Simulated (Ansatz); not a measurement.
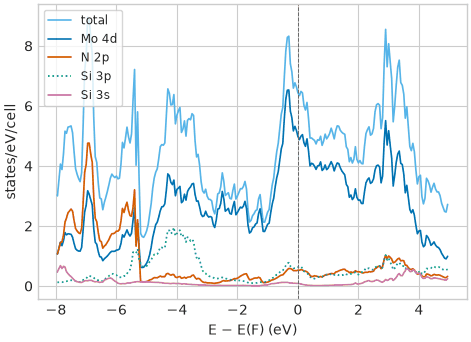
Figure. Total and projected density of states of SiMo$_{2}$N in space group P6_3/mmc (No. 194; Si on 2d, Mo on 4f, N on 2a), the program Ansatz at the r²SCAN level (PAW)

Q: Which orbitals carry the states next to the Fermi level?

A: Within 0.5 eV of the Fermi level: Mo 4d 79 %, Si 3p 8 %, N 2p 7 %. Projections are on Löwdin-orthogonalised atomic valence shells; empty p or d shells of many metals are not among them.

Q: Where is the tallest occupied peak in this window, and what makes it?

A: Near -6.9 eV, about 8.9 states/eV per cell; the largest projected share is N 2p.

The start of the workflow was typed in or built on a structure type; neither database checked (COD, Materials Project) lists it. Its standing as an ambient phase is unchecked. The cell was relaxed with r²SCAN under the symmetry of its start; whether a distortion lowers the energy is not shown. Magnetic state: ferromagnetic, the only order run, not a proven ground state. Other orbital occupations within this spin state were not tried. No Hubbard U is applied. Spin–orbit coupling is left out wherever it is not named.

Potentials: the earlier of the program's two PAW sets.
